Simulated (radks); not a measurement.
# Ru⁴⁺ in [Kr] 4d4: an all-electron calculation

Aim: the levels, the sizes of the orbitals and the parts of the energy of the ruthenium ion Ru4+.

Program: radks (a radial shooting solver on a logarithmic mesh, Libxc functionals) version 1. Level of theory: scalar-relativistic Kohn-Sham, exchange-only B88, spin-unpolarised, spherical densities, finite nucleus. These are calculated values, not measurements, unless marked.

### 1 What is computed

* element: ruthenium (Z = 44)
* charge: +4
* electrons: 40
* configuration: [Kr] 4d4
* nuclear rms radius: 4.4809 fm

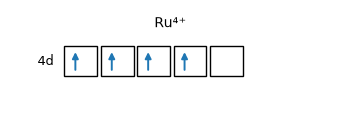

Outer shells as boxes.

### 2 The calculation

Settings of this run:

```text
Z 44
configuration [Kr] 4d4
relativity scalar-relativistic
functional b88,
spin unpolarised
nucleus finite rms 4.4809 fm
c 137.035999084
```

The run is started by

```
$ python run_ks.py task.json out
```

All runs below come from this command, one after another.

Q: Predict the outcome of this run.

As calculated:

| quantity | value |
| --- | --- |
| total energy | -4525.49278 hartree |
| exchange-correlation share of it | 2.88 % |
| −T/E | 1.0346 |
| highest occupied level | 4d, -50.623 eV |
| most extended occupied level | 4d, <r> = 1.38 bohr |
| radius at density 0.001 e/bohr³ | 3.02 bohr |
| maxima of the radial density | 4 |
| ionisation energy, NIST | 59 (theory) eV |

What this shows: The radial density shows 4 maxima for 4 occupied principal shells. Relativity lifts −T/E to 1.035. Minus the highest eigenvalue, 50.623 eV, is 86 % of the tabulated ionisation energy (59 eV); the potential of a semilocal functional falls off too fast, so its top eigenvalue is too shallow. Spin polarisation and multiplet splitting are left out.
